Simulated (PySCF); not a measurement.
Molecule: SMILES [SiH2]([Si](Cl)(Cl)Cl)N (H4Cl3NSi2). Atoms near the plane z = 0.6 Å, at the CAM-B3LYP/def2-SVP optimised geometry (x, y, z in Å): N1 (1.9, -1.5, 0.0), Si2 (1.2, 0.1, 0.0), Si3 (-1.1, 0.1, 0.0), Cl5 (-1.9, 2.0, 0.0), Cl6 (-1.8, -0.9, 1.7), H7 (1.8, -2.0, 0.8), H9 (1.7, 0.9, 1.2).

Method: CAM-B3LYP/def2-TZVP run with PySCF. The values are rescaled to run from 0 to 1.

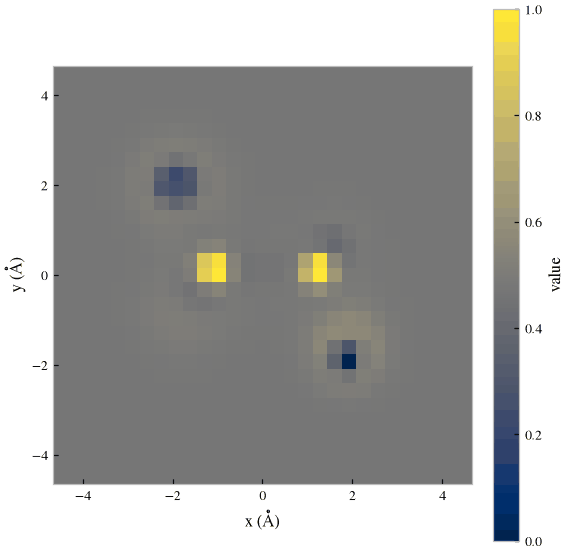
*a field on the plane z = 0.6 Å.*

Q: Which quantity is mapped?
A) Laplacian of the electron density
B) electrostatic potential
C) electron localisation function
D) log10 of the electron density

A: A, Laplacian of the electron density. In full: Laplacian of the electron density (e/bohr⁵), clipped to [-1.50, 1.50].
